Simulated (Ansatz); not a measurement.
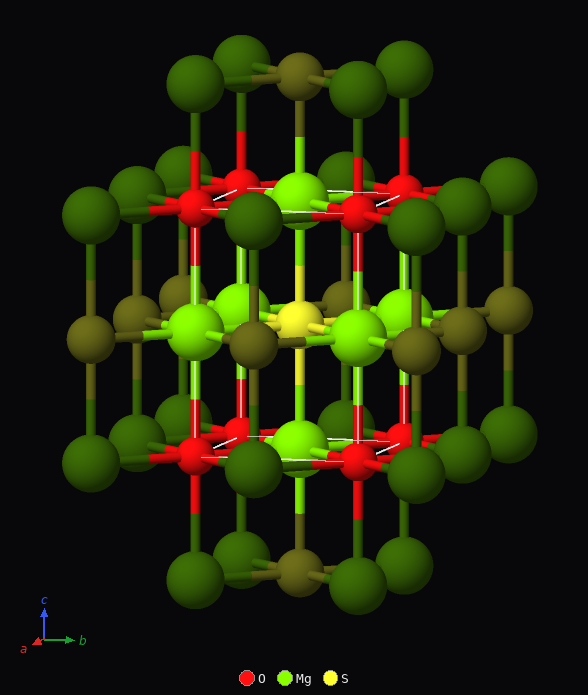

Shown here is a ball-and-stick view of the crystal, taken slightly off an axis. The conventional unit cell is outlined; an atom on or near a face, edge or corner is repeated at each equivalent position. Bonds that leave the box are completed with the atoms at their other ends, in fainter colours.

Mg$_{2}$SO, space group P4/mmm (No. 123), a = 3.408 Å, b = 3.408 Å, c = 5.040 Å, α = 90.00°, β = 90.00°, γ = 90.00°. The cell started as a structure type filled with these elements by a generator (whether the compound takes this form wasn't checked). The cell was then strained or its atoms displaced on purpose. It was run through Ansatz as a DFT input.

This one geometry was computed with Ansatz (DFT, plane waves, PAW) at three levels of theory: PBE, HSE06 and r2SCAN. It was relaxed with r2SCAN and then strained.

Q: Which level gives the highest pressure at this volume, and what does that say about its equilibrium volume?

A: Highest: PBE (-2.5 GPa), which points to the largest equilibrium volume. Lowest, with the smallest volume: HSE06 (-5.1 GPa) and r2SCAN (-4.8 GPa). Levels within 0.5 GPa of each other can't be told apart.

Q: How does the band gap change with the level of theory?

A: PBE: a gap of 2.66 eV, direct; r2SCAN: a gap of 3.43 eV, direct; HSE06: a gap of 3.96 eV, direct.

Q: Collect the results in a table.

A:
| level | cutoff (eV) | k-mesh of the run's cell | gap (eV) | pressure (GPa) |
| --- | --- | --- | --- | --- |
| PBE | 420 | 8×8×6 | 2.66 | -2.5 |
| HSE06 | 420 | 6×6×4 | 3.96 | -5.1 |
| r2SCAN | 500 | 8×8×6 | 3.43 | -4.8 |

Gaps are taken on the k-mesh or band path of each run.
